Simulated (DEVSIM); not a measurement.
Structure: Schottky contact on n-type Si, at 300 K.

```csv
layer (left to right),material,thickness (μm),Nd (cm⁻³),τn (s),τp (s)
1,Si,5.70,7.2e16,4.3e-7,4.3e-7
```

Left contact: Schottky, work function 4.34 eV, emission velocity 2.3e6 cm/s. Right contact: ohmic. Voltage is applied to the left contact. Recombination: SRH at mid-gap, radiative. Mobility is constant in doping.

This is a model device: material constants are rounded textbook-type values typed into the input, and sizes, dopings and lifetimes were drawn at random. Values at 300 K.

| parameter | Si |
|---|---|
| gap (eV) | 1.124 |
| affinity (eV) | 4.05 |
| permittivity | 11.7 |
| Nc (cm⁻³) | 2.86e19 |
| Nv (cm⁻³) | 3.1e19 |
| μn (cm²/Vs) | 1417 |
| μp (cm²/Vs) | 470 |
| B (cm³/s) | 4.7e-15 |

Model (solved in DEVSIM): 1D drift-diffusion, Boltzmann statistics, complete ionisation; no tunnelling, impact ionisation, image-force lowering or self-heating. Metal contacts follow the ideal Schottky-Mott rule: no Fermi-level pinning, no interface dipoles.

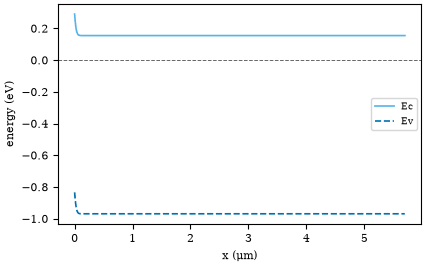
*Band edges at zero bias*

Energies count from the Fermi level of the right contact; mesh points crowd at the junctions.

```json
[
 {"x (μm)": "0.000", "Ec (eV)": "0.290", "Ev (eV)": "-0.834", "n (cm⁻³)": "3.8e14", "p (cm⁻³)": "300000", "field (V/cm)": "-49000"},
 {"x (μm)": "0.01208", "Ec (eV)": "0.238", "Ev (eV)": "-0.886", "n (cm⁻³)": "2.8e15", "p (cm⁻³)": "41000", "field (V/cm)": "-36000"},
 {"x (μm)": "0.03243", "Ec (eV)": "0.185", "Ev (eV)": "-0.939", "n (cm⁻³)": "2.2e16", "p (cm⁻³)": "5300", "field (V/cm)": "-17000"},
 {"x (μm)": "0.06069", "Ec (eV)": "0.160", "Ev (eV)": "-0.964", "n (cm⁻³)": "5.8e16", "p (cm⁻³)": "2000", "field (V/cm)": "-3600"},
 {"x (μm)": "0.1254", "Ec (eV)": "0.155", "Ev (eV)": "-0.969", "n (cm⁻³)": "7.2e16", "p (cm⁻³)": "1600", "field (V/cm)": "-57"},
 {"x (μm)": "0.2000", "Ec (eV)": "0.155", "Ev (eV)": "-0.969", "n (cm⁻³)": "7.2e16", "p (cm⁻³)": "1600", "field (V/cm)": "≈ 0"},
 {"x (μm)": "0.3258", "Ec (eV)": "0.155", "Ev (eV)": "-0.969", "n (cm⁻³)": "7.2e16", "p (cm⁻³)": "1600", "field (V/cm)": "≈ 0"},
 {"x (μm)": "0.5681", "Ec (eV)": "0.155", "Ev (eV)": "-0.969", "n (cm⁻³)": "7.2e16", "p (cm⁻³)": "1600", "field (V/cm)": "≈ 0"},
 {"x (μm)": "0.9003", "Ec (eV)": "0.155", "Ev (eV)": "-0.969", "n (cm⁻³)": "7.2e16", "p (cm⁻³)": "1600", "field (V/cm)": "≈ 0"},
 {"x (μm)": "1.361", "Ec (eV)": "0.155", "Ev (eV)": "-0.969", "n (cm⁻³)": "7.2e16", "p (cm⁻³)": "1600", "field (V/cm)": "≈ 0"},
 {"x (μm)": "2.053", "Ec (eV)": "0.155", "Ev (eV)": "-0.969", "n (cm⁻³)": "7.2e16", "p (cm⁻³)": "1600", "field (V/cm)": "≈ 0"},
 {"x (μm)": "3.377", "Ec (eV)": "0.155", "Ev (eV)": "-0.969", "n (cm⁻³)": "7.2e16", "p (cm⁻³)": "1600", "field (V/cm)": "≈ 0"},
 {"x (μm)": "4.220", "Ec (eV)": "0.155", "Ev (eV)": "-0.969", "n (cm⁻³)": "7.2e16", "p (cm⁻³)": "1600", "field (V/cm)": "≈ 0"},
 {"x (μm)": "4.721", "Ec (eV)": "0.155", "Ev (eV)": "-0.969", "n (cm⁻³)": "7.2e16", "p (cm⁻³)": "1600", "field (V/cm)": "≈ 0"},
 {"x (μm)": "5.155", "Ec (eV)": "0.155", "Ev (eV)": "-0.969", "n (cm⁻³)": "7.2e16", "p (cm⁻³)": "1600", "field (V/cm)": "≈ 0"},
 {"x (μm)": "5.344", "Ec (eV)": "0.155", "Ev (eV)": "-0.969", "n (cm⁻³)": "7.2e16", "p (cm⁻³)": "1600", "field (V/cm)": "≈ 0"},
 {"x (μm)": "5.471", "Ec (eV)": "0.155", "Ev (eV)": "-0.969", "n (cm⁻³)": "7.2e16", "p (cm⁻³)": "1600", "field (V/cm)": "≈ 0"},
 {"x (μm)": "5.562", "Ec (eV)": "0.155", "Ev (eV)": "-0.969", "n (cm⁻³)": "7.2e16", "p (cm⁻³)": "1600", "field (V/cm)": "≈ 0"},
 {"x (μm)": "5.632", "Ec (eV)": "0.155", "Ev (eV)": "-0.969", "n (cm⁻³)": "7.2e16", "p (cm⁻³)": "1600", "field (V/cm)": "≈ 0"},
 {"x (μm)": "5.663", "Ec (eV)": "0.155", "Ev (eV)": "-0.969", "n (cm⁻³)": "7.2e16", "p (cm⁻³)": "1600", "field (V/cm)": "≈ 0"},
 {"x (μm)": "5.683", "Ec (eV)": "0.155", "Ev (eV)": "-0.969", "n (cm⁻³)": "7.2e16", "p (cm⁻³)": "1600", "field (V/cm)": "≈ 0"},
 {"x (μm)": "5.700", "Ec (eV)": "0.155", "Ev (eV)": "-0.969", "n (cm⁻³)": "7.2e16", "p (cm⁻³)": "1600", "field (V/cm)": "≈ 0"}
]
```
